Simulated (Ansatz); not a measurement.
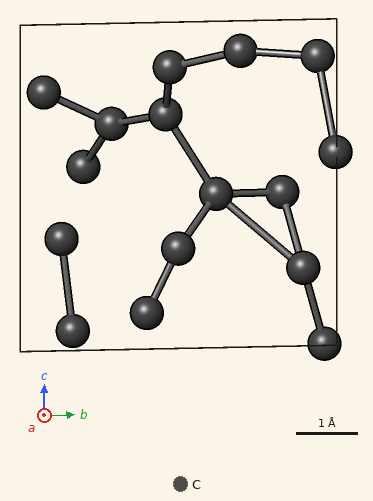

Starting frame of a dynamics run of an amorphous cell of composition C (16 atoms in the cell). It starts from the last geometry of an earlier run, with fresh velocities. The picture is a ball-and-stick view of the simulation cell, seen along the a axis. Bonds to atoms that aren't drawn are left out.

Method: DFT PBE, scalar-relativistic, plane waves, PAW in Ansatz 0.2.0.

The input:
```yaml
crystal:
  lattice:
    - [5.469672, -0.008032, 0.047687]
    - [-0.008032, 5.191013, 0.053558]
    - [0.047687, 0.053558, 5.354389]
  atoms:
    - { symbol: C, position: [0.0577727917, 0.1953983114, 0.5582612924] }
    - { symbol: C, position: [0.5826443938, 0.4952174587, 0.3018728739] }
    - { symbol: C, position: [0.3009485424, 0.8241109846, 0.4688267315] }
    - { symbol: C, position: [0.4150322891, 0.6150413634, 0.4672035609] }
    - { symbol: C, position: [0.5065315049, 0.4552263928, 0.7140460543] }
    - { symbol: C, position: [0.8978623228, 0.9361810022, 0.8833811454] }
    - { symbol: C, position: [0.2852818547, 0.2846255942, 0.6884175646] }
    - { symbol: C, position: [0.7116256456, 0.4685021721, 0.8580109193] }
    - { symbol: C, position: [0.3413005577, 0.9573890114, 0.0014486863] }
    - { symbol: C, position: [0.9419704979, 0.1620555388, 0.0560876812] }
    - { symbol: C, position: [0.9769597432, 0.126428399, 0.3387338987] }
    - { symbol: C, position: [0.3720290892, 0.0703812041, 0.7887166377] }
    - { symbol: C, position: [0.4456650359, 0.8905023903, 0.2352507074] }
    - { symbol: C, position: [0.8434783507, 0.6922819063, 0.9039284235] }
    - { symbol: C, position: [0.948956877, 0.9926410471, 0.5879666694] }
    - { symbol: C, position: [0.5688466514, 0.396239459, 0.1067440913] }
  symmetry: { detect: false }
basis:
  ecutwfc: 420
kpoints:
  mp_grid: { grid: [1, 1, 1], shift: [0.25, 0.25, 0.25] }
hamiltonian:
  xc: pbe
scf:
  occupations: { method: fermi_dirac, width: 0.3723 }
  lower_state_search: "off"
  convergence: { dr2_threshold: 1.0e-06 }
output:
  forces: true
  stress: true
md:
  timestep: 2.0
  n_steps: 250
  ensemble: nvt_langevin
  friction: 0.03
  temperature: 4320.0
  initial_velocities: maxwell_boltzmann
  seed: 38703
```

Command:
```bash
ansatz run input.yaml --threads 2 --pin off --max-ram 5120MiB --backend cpu --events-out ev --progress --plain --runs-dir out
```

Question: What does the trajectory do?

Answer: The mean temperature in the second half is 4149 K (standard deviation 779 K). The potential energy in the second half lies on average 463 meV per atom below the first frame. The first frame is far from relaxed (forces up to 16.5 eV/Å), so much of the motion is the structure settling. The mean pressure there is −2.4 GPa. Root-mean-square distances from the starting positions over the second half, with the common drift of all atoms taken out: C 1.95 Å. That is a large part of the typical shortest distance between atoms in the first frame, about 1.3 Å and still growing: the atoms leave their places as in a liquid. Bond changes: 18 C–C bonds break between 18 fs and 486 fs; 19 C–C bonds form between 58 fs and 478 fs; one C–C contact opens and closes in turn.

Along the run (each row but the first and the last is the mean over the interval that it begins):

```csv
time (fs),potential energy (meV/atom),T (K),p (GPa)
0.0,0.0,4050,21.5
50.0,16.6,5144,-1.6
100.0,114.0,4731,4.2
150.0,-35.0,4516,-1.0
200.0,-267.5,4161,-9.3
250.0,-364.2,4512,-6.0
300.0,-489.0,3878,2.6
350.0,-526.7,3812,-2.7
400.0,-457.5,4043,-3.1
450.0,-483.2,4476,-3.2
500.0,-350.3,4677,4.1
```

The paths of the atoms:

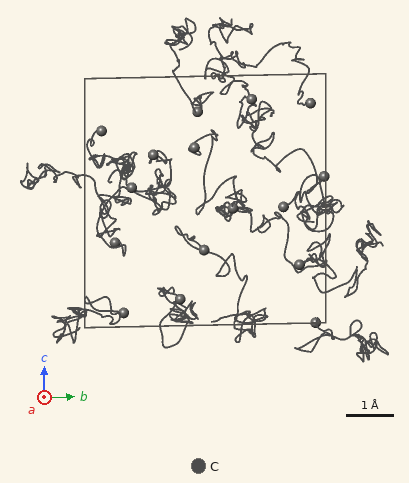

Limits of the set-up: the periodic images lie only 5.2 Å apart, so the values are limited by the cell's size.
